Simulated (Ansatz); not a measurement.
# Calculations on CH₃ and related structures

## 1. Relaxation

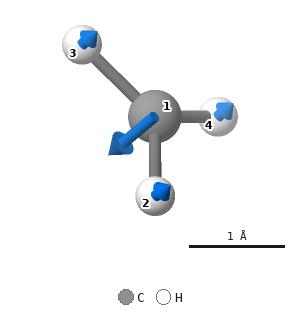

A relaxation of CH₃ (multiplicity 2). The starting structure is drawn; blue arrows show the displacements, magnified 20 times. The two geometries are superimposed by the best rigid fit.

The picture is a ball-and-stick view, seen from a free direction.

It is one of the separated reactants of a reaction.

These are results of UKS PBE0-D4/def2-TZVP in Ansatz, not measurements. Set-up: force threshold 0.005 eV/Å; at most 200 steps.

### Describe the change and its energy.

The energy falls by 0.08 kcal/mol in 2 accepted moves (3 points after the start). The largest force component goes from 0.092 to 0.00059 eV/Å. The line search rejected the trial step at point 1 of the run. The atom that moves furthest after the best rigid fit is C1 (0.038 Å). Largest moves by element: C 0.038 Å, H 0.013 Å. The run took about 2.9 core-seconds on a shared host.

## 2. Relaxation

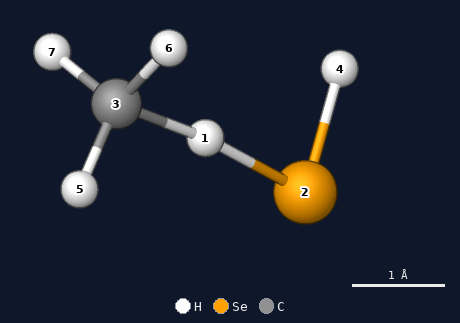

This is the input geometry for a relaxation of CH₅Se (multiplicity 2) (started from a transition state, displaced along its imaginary mode). Style: ball-and-stick. Shown from a free direction.

The calculation used UKS PBE0-D4/def2-TZVP in Ansatz.

Input
```yaml
crystal:
  periodic: [false, false, false]
  atoms:
    - {symbol: H, position_ang: [0.153011, -0.417180, 0.023328]}
    - {symbol: Se, position_ang: [1.044163, -1.712892, 0.290074]}
    - {symbol: C, position_ang: [-0.717870, 0.613540, -0.263045]}
    - {symbol: H, position_ang: [2.133885, -0.915213, 0.885122]}
    - {symbol: H, position_ang: [-1.573448, 0.152086, -0.762797]}
    - {symbol: H, position_ang: [-0.933281, 1.020475, 0.731776]}
    - {symbol: H, position_ang: [-0.106559, 1.259184, -0.904454]}
basis:
  gaussian: {orbitals: def2-TZVP}
magnetization: {spin_polarized: true, initial_magnetization: 1}
hamiltonian: {xc: pbe0, dispersion: d4}
relax: {f_tol: 0.005, max_steps: 200}
```

Where does the relaxation end?

The atom that moves furthest after the best rigid fit is H1 (1.12 Å). Largest moves by element: H 1.12 Å, Se 1.11 Å, C 0.15 Å. Some distances before and after: H1–Se2 1.595 → 3.334 Å, Se2–C3 2.970 → 3.743 Å, H1–C3 1.379 → 1.090 Å, C3–H6 1.096 → 1.090 Å. Bonds break, among them: H1–Se2 (1.60 → 3.33 Å). Bond angles that change, for instance: H1–C3–H6 102.3° → 109.8°, H6–C3–H7 115.0° → 109.5°, H5–C3–H6 114.7° → 109.3°. Over 31 accepted moves (35 points after the start) the energy falls by 20.9 kcal/mol. The largest force component goes from 1.6 to 0.0021 eV/Å. The line search rejected the trial steps at points 9, 24, 26, 29 of the run. The forces were under the threshold at step 23, but the run went on from there.

History of the run:

| step | E − E(0), kcal/mol | largest force component, eV/Å | note |
| --- | --- | --- | --- |
| 0 | 0.00 | 1.6350 |  |
| 1 | -4.18 | 1.7270 |  |
| 2 | -12.70 | 0.8235 |  |
| 3 | -17.47 | 0.5308 |  |
| 4 | -19.58 | 0.1826 |  |
| 5 | -20.35 | 0.0524 |  |
| 6 | -20.54 | 0.0715 |  |
| 7 | -20.55 | 0.1263 |  |
| 8 | -20.58 | 0.0062 |  |
| 9 | -20.57 | 0.2133 | rejected |
| 10 | -20.59 | 0.0078 |  |
| 11 | -20.60 | 0.1488 |  |
| 13 | -20.68 | 0.0389 |  |
| 14 | -20.72 | 0.1287 |  |
| 15 | -20.74 | 0.1525 |  |
| 17 | -20.81 | 0.0835 |  |
| 18 | -20.83 | 0.1383 |  |
| 19 | -20.86 | 0.0600 |  |
| 21 | -20.88 | 0.0932 |  |
| 22 | -20.89 | 0.0241 |  |
| 23 | -20.89 | 0.0018 |  |
| 24 | -20.89 | 0.0848 | rejected |
| 26 | -20.89 | 0.0967 | rejected |
| 27 | -20.90 | 0.0110 |  |
| 28 | -20.90 | 0.0157 |  |
| 30 | -20.90 | 0.0088 |  |
| 31 | -20.90 | 0.0223 |  |
| 32 | -20.90 | 0.0071 |  |
| 34 | -20.90 | 0.0064 |  |
| 35 | -20.90 | 0.0021 |  |

The structure at the end:

```xyz
7

H    -0.5584   -0.4362   -0.8480
Se    1.5685   -1.9129    1.2517
C    -0.7534    0.5285   -0.3790
H     2.2036   -0.7331    0.6458
H    -1.7278    0.8950   -0.7011
H    -0.7502    0.4189    0.7057
H     0.0174    1.2398   -0.6752
```

After the run, drawn alike:

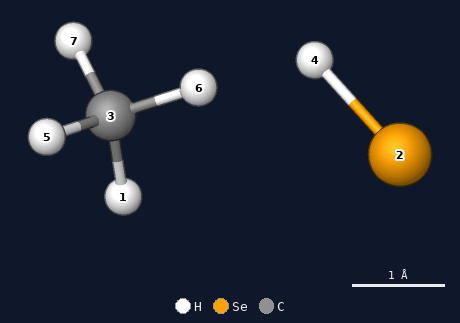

## 3. Reaction

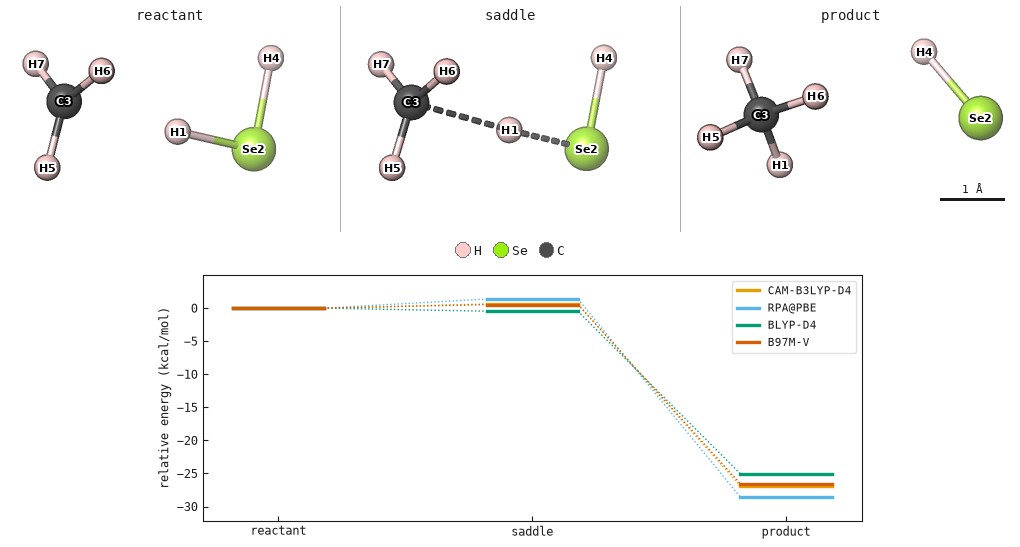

A reaction step of CH$_{5}$Se (multiplicity 2), with its energy diagram. A ball-and-stick model, seen at a tilt. Dashed sticks mark bonds that form or break.

Stationary points at PBE0-D4/def2-TZVP, single-point energies with CAM-B3LYP-D4, RPA@PBE, BLYP-D4, B97M-V (def2-TZVPP where no basis is named; Ansatz 0.2.0). The energies are electronic, without zero-point or thermal terms, and both ends are the minima reached downhill from the saddle, with any fragments still in contact.

### What happens, and what does it cost?

Counted by bonded pieces, the reactant holds CH₃ + H₂Se and the product holds CH₄ + HSe. From the reactant over the saddle to the product, a bond forms: H1–C3 (2.22 → 1.92 → 1.09 Å). A bond breaks: H1–Se2 (1.48 → 1.51 → 3.33 Å). The saddle has one imaginary mode, 104i cm⁻¹. With CAM-B3LYP-D4 the barrier is 0.6 kcal/mol from the reactant and 27.5 kcal/mol from the product, and the product lies 26.9 kcal/mol below the reactant. By Pauling bond orders of the changing bonds the saddle lies closer to the reactant, the higher end, as Hammond's postulate suggests.

```tsv
level	barrier from the reactant (kcal/mol)	barrier from the product (kcal/mol)	the product less the reactant (kcal/mol)
CAM-B3LYP-D4	0.6	27.5	−26.9
RPA@PBE	1.4	30.0	−28.6
BLYP-D4	−0.5	24.6	−25.1
B97M-V	0.5	27.1	−26.5
```

Limits of the set-up: the start holds two separate molecules, 2.2 Å apart at their closest, whose relative position is a soft coordinate.

## 4. Reaction

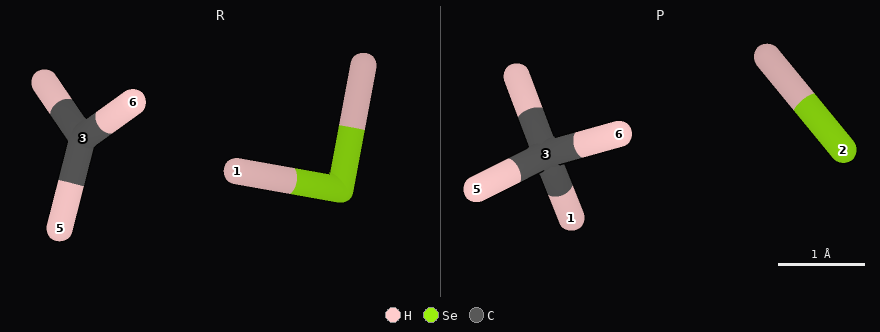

Reactant (R) and product (P) of one elementary step of CH₅Se (multiplicity 2). The picture is a stick view, seen at a tilt.

Stationary points at PBE0-D4/def2-TZVP, single-point energies with CCSD(T)/CBS, CAM-B3LYP-D4, BLYP-D4 (def2-TZVPP where no basis is named; Ansatz 0.2.0). The energies are electronic, without zero-point or thermal terms, and both ends are the minima reached downhill from the saddle, with any fragments still in contact. CCSD(T)/CBS stands for a frozen-core estimate: MP2 correlation extrapolated from def2-TZVPP and def2-QZVPP, CCSD(T) minus MP2 from the smaller set.

**Predict the saddle point between them and the barrier.**

Counted by bonded pieces, R holds CH₃ + H₂Se and P holds CH₄ + HSe. From R over the saddle to P, a bond forms: C–H (2.22 → 1.92 → 1.09 Å). A bond breaks: H–Se (1.48 → 1.51 → 3.33 Å). The saddle has one imaginary mode, 104i cm⁻¹. With CCSD(T)/CBS the barrier is 4.5 kJ/mol from R and 113.1 kJ/mol from P, and P lies 108.6 kJ/mol below R. By Pauling bond orders of the changing bonds the saddle lies closer to R, the higher end, as Hammond's postulate suggests.

```
       level  barrier from R (kJ/mol)  barrier from P (kJ/mol)  P less R (kJ/mol)
 CCSD(T)/CBS                      4.5                    113.1             −108.6
CAM-B3LYP-D4                      2.6                    115.1             −112.5
     BLYP-D4                     −1.9                    102.9             −104.8
```

Against CCSD(T)/CBS, CAM-B3LYP-D4 comes closest on the barrier from R (−1.9 kJ/mol) and BLYP-D4 misses most (−6.4 kJ/mol).

The saddle point in the same view, with dashed sticks for the bonds that form or break:

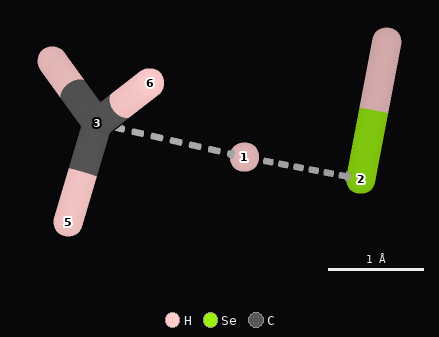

Limits of the set-up: the start holds two separate molecules, 2.2 Å apart at their closest, whose relative position is a soft coordinate.
